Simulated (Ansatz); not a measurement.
## Band-structure calculation of PtSeO

PtSeO (slab, 3 atoms in the cell), computed with DFT, r2SCAN, plane waves, PAW, no spin polarisation (Ansatz 0.2.0).

The geometry comes from this level: r2SCAN (a point of a series of strains). Figures and captions count atoms from 1; the log counts them from 0 in places.

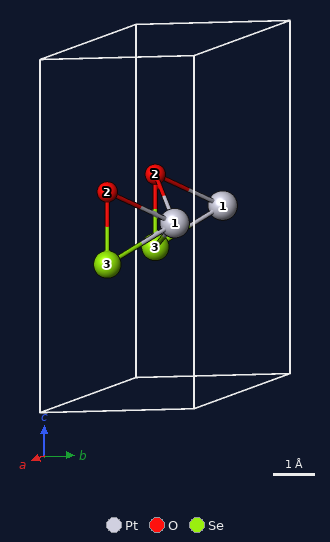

The structure as given in the input (ball-and-stick view of the 2 × 1 repeat of the cell, with the vacuum cut short, seen slightly off an axis; atoms are numbered from 1 in the order of the input). An atom can appear more than once, as a periodic image.

Input file:
```yaml
crystal:
  lattice:
    - [3.9064722651, 0.0, 0.0]
    - [-1.9532361325, 3.3831042208, 0.0]
    - [0.0, 0.0, 29.7059848384]
  atoms:
    - { symbol: Pt, position: [0.3333333333, 0.6666666667, 0.3017839792] }
    - { symbol: O, position: [0.6666666667, 0.3333333333, 0.3340255731] }
    - { symbol: Se, position: [0.6666666667, 0.3333333333, 0.2730982031] }
  periodic: [true, true, false]
kpoints:
  mp_grid: { grid: [12, 12, 1] }
  band_path:
    path:
      - [0.0, 0.0, 0.0]
      - [0.5, 0.0, 0.0]
      - [0.3333333333, 0.3333333333, 0.0]
      - [0.1, 0.1, 0.0]
      - [-0.088542, 0.177083, 0.0]
      - [-0.135417, 0.265625, 0.0]
    npoints: 1
hamiltonian:
  xc: r2scan
scf:
  occupations: { method: fixed }
  n_extra_bands: 4
output:
  forces: true
  stress: true
  eigenvalues: true
```

Launched with:
```bash
ansatz run input.yaml --threads 4 --pin off --max-ram 5529MiB --backend cpu --events-out ev --progress --plain --runs-dir out
```

Log:
```
scf.n_extra_bands = 4 over 20 filled bands (N_el = 40.0): the run solves 24 bands
Engine: ansatz 0.2.0, x86_64-unknown-linux-gnu
Pseudopotentials: kind: paw
Pseudopotential: Pt, paw, valence charge 18, recommended cutoff 500 eV (meta_gga), Pt.paw.azcp
Pseudopotential: O, paw, valence charge 6, recommended cutoff 500 eV (meta_gga), O.paw.azcp
Pseudopotential: Se, paw, valence charge 16, recommended cutoff 500 eV (meta_gga), Se.paw.azcp
Functional definition: r2SCAN
  parameter k0 = 0.174
  parameter k1 = 0.065
  parameter a1 = 4.9479
  exchange = r2scan_x(k0 = k0, k1 = k1, a1 = a1)
  correlation = r2scan_c
Crystal: 3 atoms, lattice volume = 392.594 Å³
Basis set: ecut = 500 eV, 9907 PW (Γ), exchange–correlation on 120×120×900 points (64 copies of the dense FFT grid, shifted against one another)
Bands: 24, of which v1, the nominal top of the filled ones, is band 20 counted from 1 (19 counted from 0)
Symmetry: 6 space group operations
Space group: P3m1 (ITA 156), of the structure as read, at distance tolerance 7.3e-5 Å
k-points: 19 of 144 (time reversal used)
Non-local potential: Pt, projectors of the file, l = 0: 3, l = 1: 2, l = 2: 2, l = 3: 1
Non-local potential: O, projectors of the file, l = 0: 2, l = 1: 2, l = 2: 1
Non-local potential: Se, projectors of the file, l = 0: 2, l = 1: 2, l = 2: 3, l = 3: 1
PAW form: soft (Blöchl's): semilocal exchange-correlation on the pseudo side does not see the compensation charge
PAW frozen core: Pt, regenerated for the run's functional (the file was generated under x = pbe(κ = 0.804, μ = 0.2195149727645171), c = pbe(β = 0.06672455060314922))
PAW frozen core: O, regenerated for the run's functional (the file was generated under x = pbe(κ = 0.804, μ = 0.2195149727645171), c = pbe(β = 0.06672455060314922))
PAW frozen core: Se, regenerated for the run's functional (the file was generated under x = pbe(κ = 0.804, μ = 0.2195149727645171), c = pbe(β = 0.06672455060314922))
PAW one-centre angular grid: Pt, 590 points (default); XC on 160 Gauss nodes
PAW one-centre angular grid: O, 302 points (default); XC on 160 Gauss nodes
PAW one-centre angular grid: Se, 590 points (default); XC on 160 Gauss nodes
Initial density: superposition of atomic densities (neutral atoms: chi_scale 0, normalization atom), corrected by the library's trained network
Initial wavefunctions: pseudopotential atomic-orbital guess
Functional: x = r2scan, c = r2scan; τ floored in thin density (d = 2e-4 eV/Å³)
SCF iter   1: F=—  HF=-18579.968513 eV  |F-HF|=—  |Δ(HF+E_count)|=         —  Δρ=5.12e-3  dr2=1.26e-1  dr2_τ=7.51e-2  ethr=1.77e-3  ⟨swp⟩=7.2  Hψ=2360  notcnv=0  defer=38
preconditioner: auto → Resta (q_TF=auto, 1.865 Å⁻¹)  ε∞=1.8  [insulator: Δε(μ)=1.330 eV  Ē_g=9.715 eV  n_scr=22 (ndim 8)  ℏωp=8.8 eV  f_vac=0.832  ε∞_Penn≈1.8  vacuum switching on, ρ_ref=6.8e-3 e/Å³]
SCF iter   2: F=—  HF=-18580.003223 eV  |F-HF|=—  |Δ(HF+E_count)|=   3.47e-2  Δρ=3.81e-3  dr2=1.19e-1  dr2_τ=1.11e-2  ethr=3.15e-4  ⟨swp⟩=4.3  Hψ=1178  notcnv=0  defer=38
SCF iter   3: F=—  HF=-18579.989218 eV  |F-HF|=—  |Δ(HF+E_count)|=   1.40e-2  Δρ=1.72e-3  dr2=9.54e-3  dr2_τ=5.80e-4  ethr=2.97e-4  ⟨swp⟩=3.0  Hψ=665  notcnv=0  defer=38
SCF iter   4: F=—  HF=-18579.994175 eV  |F-HF|=—  |Δ(HF+E_count)|=   4.96e-3  Δρ=1.39e-3  dr2=8.77e-3  dr2_τ=9.48e-4  ethr=2.38e-5  ⟨swp⟩=3.5  Hψ=901  notcnv=0  defer=38
SCF iter   5: F=—  HF=-18579.993485 eV  |F-HF|=—  |Δ(HF+E_count)|=   6.90e-4  Δρ=2.73e-4  dr2=1.95e-4  dr2_τ=2.34e-5  ethr=2.19e-5  ⟨swp⟩=2.4  Hψ=651  notcnv=0  defer=38
SCF iter   6: F=—  HF=-18579.993729 eV  |F-HF|=—  |Δ(HF+E_count)|=   2.44e-4  Δρ=8.93e-5  dr2=2.54e-5  dr2_τ=2.34e-6  ethr=4.88e-7  ⟨swp⟩=3.3  Hψ=1080  notcnv=0  defer=38
SCF iter   7: F=—  HF=-18579.993487 eV  |F-HF|=—  |Δ(HF+E_count)|=   2.41e-4  Δρ=2.09e-5  dr2=1.43e-6  dr2_τ=1.61e-7  ethr=6.34e-8  ⟨swp⟩=2.9  Hψ=960  notcnv=0  defer=38
SCF iter   8: F=—  HF=-18579.993492 eV  |F-HF|=—  |Δ(HF+E_count)|=   4.84e-6  Δρ=7.63e-6  dr2=1.29e-7  dr2_τ=1.61e-8  ethr=3.57e-9  ⟨swp⟩=3.0  Hψ=968  notcnv=0  defer=38
SCF iter   9: F=-18579.993493 eV  HF=-18579.993493 eV  |F-HF|=3.59e-8  |Δ(HF+E_count)|=   2.86e-7  Δρ=1.96e-6  dr2=1.26e-8  dr2_τ=1.46e-9  ethr=2.50e-10  ⟨swp⟩=18.8  Hψ=3254  notcnv=0
SCF 1 converged in 9 iterations: F = -18579.993493 eV  dr2 = 1.26e-8
  greatest PAW one-centre occupation: 1.000 electrons in one spin orbital (limit 2), on the Pt atom at site 0 (counted from 0), in its partial waves of l = 0
```

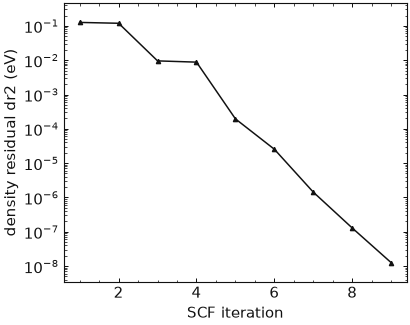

Convergence of the self-consistent field: density residual dr2 against the SCF iteration. The residual falls at every step.

```
NSCF: frozen V_eff on 6 k-points
SCF converged after 9 iterations
Free energy (F): -18579.993493 eV
Harris-Foulkes:  -18579.993493 eV  (|F-HF|=3.59e-8)
Internal energy: -18579.993493 eV  (E = F + TS)
E sigma→0 (E₀):  -18579.993493 eV
Fermi energy:    -5.280006 eV
--- Per-component energies (eV) ---
  E_band       = -1372.187996
  E_kinetic    = 929.608664
  E_local      = -76504.276762  (includes V_loc(G=0)·N_el)
  E_nonlocal   = -338.993099
  E_hartree    = 37593.240009
  E_xc         = -418.398868
  E_vxc        = -545.817045  (∫ρ·V_xc dr)
  E_paw        = -11568.192120  (= ΣΔE_a)
  E_vpaw       = -133.701856  (= ΣTr[D̂ρ^β])
  E_aug_tail   = 0.000911  (compensation charges beyond the density's cutoff)
  E_vtau       = 34.517558  (kinetic-family band-sum trace: ∫τ·v_τ [+ j·A + Jᵃ·Aᵃ] dr)
  E_ewald      = 31729.045978
  E_core_change = -2.028206  (= ΣΔE_core)
  E_smearing   = -0.000000  (= −TS)
  E_closure    = -0.000000  (closes the sum)
  Σ components = -18579.993493   (vs F -18579.993493, Δ=0.00e0)
--- Forces (eV/Å), atoms counted from 1 ---
  atom   1  Pt     0.00000000     0.00000000    -0.00319346
  atom   2  O     -0.00000000     0.00000000     0.00097719
  atom   3  Se    -0.00000000    -0.00000000     0.00220440
  max |Σ_I F_I| component: 1.19e-5 eV/Å
--- 2D stress c σ (N/m, compression-positive) ---
       -0.000832      -0.000000       0.000000
       -0.000000      -0.000832       0.000000
        0.000000       0.000000       0.000000
  P = ½ c Tr σ = -0.0008 N/m
--- Band table (eV; the first three rows and the last of 19) ---
  k-point 0: bands = ["-105.2969", "-59.0218", "-59.0218", "-58.9220", "-55.7605", "-55.7383", "-55.7383", "-55.7113", "-55.7113", "-26.1529", "-19.3065", "-11.9121", "-11.9121", "-11.2796", "-8.8951", "-8.8951", "-7.1645", "-5.9438", "-5.9438", "-5.4161", "-3.3757", "-3.3757", "-2.1718", "-0.8903"]
  k-point 1: bands = ["-105.2969", "-59.0220", "-59.0218", "-58.9220", "-55.7606", "-55.7384", "-55.7382", "-55.7115", "-55.7114", "-26.1401", "-19.2883", "-11.9745", "-11.8612", "-11.2413", "-8.9396", "-8.8830", "-7.1649", "-6.1243", "-5.9583", "-5.3233", "-3.5679", "-3.4582", "-1.9980", "-0.7970"]
  k-point 2: bands = ["-105.2969", "-59.0227", "-59.0220", "-58.9219", "-55.7606", "-55.7388", "-55.7381", "-55.7121", "-55.7118", "-26.1053", "-19.2371", "-12.1247", "-11.7155", "-11.1405", "-9.0533", "-8.8523", "-7.1963", "-6.4933", "-6.0434", "-5.3046", "-3.8026", "-3.6267", "-1.5991", "-0.5231"]
  k-point 18: bands = ["-105.2968", "-59.0246", "-59.0240", "-58.9213", "-55.7609", "-55.7409", "-55.7374", "-55.7143", "-55.7139", "-25.9405", "-18.9597", "-12.1754", "-11.2594", "-10.6735", "-9.7785", "-8.5532", "-7.8289", "-7.4188", "-7.1874", "-7.0686", "-3.8138", "-2.1503", "0.1890", "1.8826"]
```

File bands.tsv:
```
# k_distance	band_0	band_1	band_2	band_3	band_4	band_5	band_6	band_7	band_8	band_9	band_10	band_11	band_12	band_13	band_14	band_15	band_16	band_17	band_18	band_19	band_20	band_21	band_22	band_23
# fermi_ev = -5.280006
# lock_threshold_ev = 1e-6
# [0, 0, 0] at k_distance = 0.000000
# [0.5, 0, 0] at k_distance = 0.928612
# [0.3333333333, 0.3333333333, 0] at k_distance = 1.464747
# [0.1, 0.1, 0] at k_distance = 2.215336
# [-0.088542, 0.177083, 0] at k_distance = 2.520263
# [-0.135417, 0.265625, 0] at k_distance = 2.662756
# levels_relative_to = fermi_ev
# free_energy_ev = -18579.993493
# largest_residual_norms_ev = 1.192e-3 8.814e-4 9.221e-4 6.458e-4 1.484e-3 1.643e-3 1.645e-3 1.603e-3 1.757e-3 8.993e-4 1.751e-3 1.826e-3 2.116e-3 2.082e-3 1.619e-3 1.372e-3 2.033e-3 1.748e-3 2.258e-3 1.860e-3 2.303e-3 2.725e-3 6.892e-4 3.407e-3
0.000000	-100.016908	-53.741791	-53.741791	-53.642044	-50.480522	-50.458281	-50.458281	-50.431298	-50.431298	-20.872906	-14.026484	-6.632056	-6.632056	-5.999546	-3.615137	-3.615137	-1.884516	-0.663836	-0.663836	-0.136136	1.904333	1.904333	3.108159	4.389720
0.928612	-100.016802	-53.745574	-53.742477	-53.641388	-50.480878	-50.460401	-50.457650	-50.434327	-50.433227	-20.683318	-13.720952	-7.240662	-5.688570	-5.469433	-4.130616	-3.476247	-2.617412	-2.312274	-1.736087	-0.800744	1.571398	2.270359	4.787440	6.382442
1.464747	-100.016789	-53.744624	-53.743988	-53.641305	-50.480911	-50.460858	-50.457374	-50.434323	-50.433873	-20.660477	-13.679739	-6.895417	-5.979431	-5.393523	-4.498544	-3.273197	-2.548911	-2.138777	-1.907444	-1.788569	1.466253	3.129694	5.468991	7.162592
2.215336	-100.016879	-53.742781	-53.742001	-53.641870	-50.480622	-50.458805	-50.458118	-50.432151	-50.431811	-20.821808	-13.951900	-6.851674	-6.428583	-5.848643	-3.807178	-3.542858	-1.921403	-1.242223	-0.792524	-0.028883	1.438212	1.663006	3.737842	4.786826
2.520263	-100.016885	-53.742588	-53.741954	-53.641905	-50.480602	-50.458697	-50.458152	-50.431985	-50.431707	-20.831967	-13.967142	-6.813673	-6.469319	-5.878583	-3.767267	-3.561154	-1.906986	-1.144491	-0.752683	-0.004869	1.481442	1.686209	3.618767	4.702224
2.662756	-100.016861	-53.743371	-53.742170	-53.641758	-50.480683	-50.459163	-50.458004	-50.432666	-50.432152	-20.789420	-13.901885	-6.955447	-6.299028	-5.750854	-3.939684	-3.468939	-1.987600	-1.547249	-0.961081	-0.195826	1.366657	1.703224	4.131019	5.080070
```

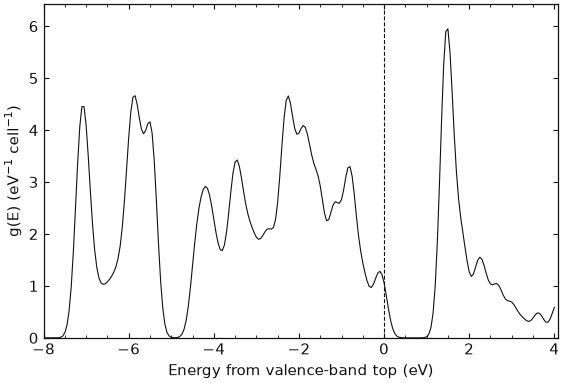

Density of states (the curve is built from the levels of the k mesh with Gaussians 0.3 eV wide, which also blur the band edges), with energies from the valence-band top. There is a gap of 1.35 eV on the k-point mesh. Small ripples come from the finite k-point mesh.

Key numbers:

- outcome: converged
- electrons treated: 40
- free energy: −18579.9935 eV
- Fermi energy: −5.280 eV
- gap on the k-point mesh: 1.35 eV
- largest force (length of the vector): 0.003 eV/Å
- hardware: 4 threads of Intel Xeon @ 2.50GHz (Skylake/Cascade Lake), 189 GiB of memory available, shared host
- wall time: 29 s (CPU time 1.8 min)
- peak memory: 1.4 GiB

Spin–orbit coupling is left out, which matters for Pt.
